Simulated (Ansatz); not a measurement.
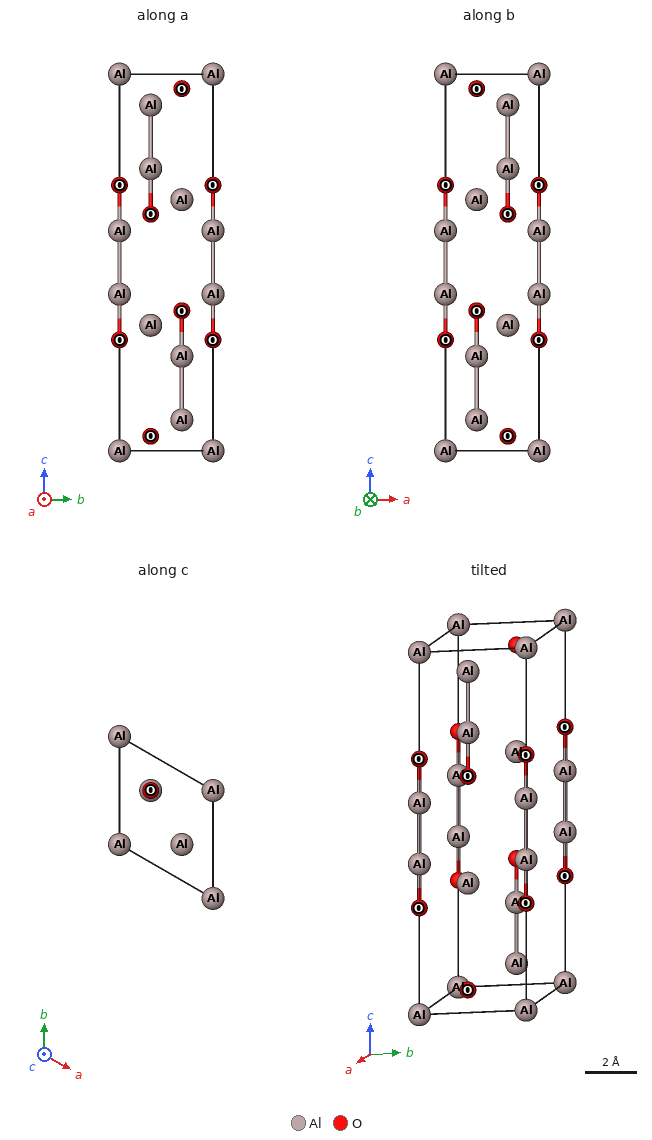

Ball-and-stick representation of a periodic structure, projected along the a axis, along the b axis, along the c axis and slightly off an axis. One conventional unit cell is framed, with atoms on its boundary repeated.

Lattice parameters: a = 4.2606 Å, b = 4.2606 Å, c = 14.8683 Å, α = 90.000°, β = 90.000°, γ = 120.000°.

**Convert the drawing into a CIF with its space group and independent sites, with free fractional coordinates to two decimals.**

```cif
data_structure
_symmetry_space_group_name_H-M 'R -3 m :H'
_symmetry_Int_Tables_number 166
_cell_length_a 4.2606
_cell_length_b 4.2606
_cell_length_c 14.8683
_cell_angle_alpha 90.000
_cell_angle_beta 90.000
_cell_angle_gamma 120.000
_cell_volume 233.74
loop_
_atom_site_label
_atom_site_type_symbol
_atom_site_symmetry_multiplicity
_atom_site_Wyckoff_symbol
_atom_site_fract_x
_atom_site_fract_y
_atom_site_fract_z
_atom_site_occupancy
Al1 Al 6 c 0.3333 0.6667 0.25 1
Al2 Al 3 a 0.00 0.00 0.00 1
O1 O 6 c 0.00 0.00 0.29 1
```

Origin of the cell: a structure type filled with these elements by a generator (whether the compound takes this form wasn't checked). Earlier steps of the study may have refined or changed the cell and positions. It went into a calculation with Ansatz.
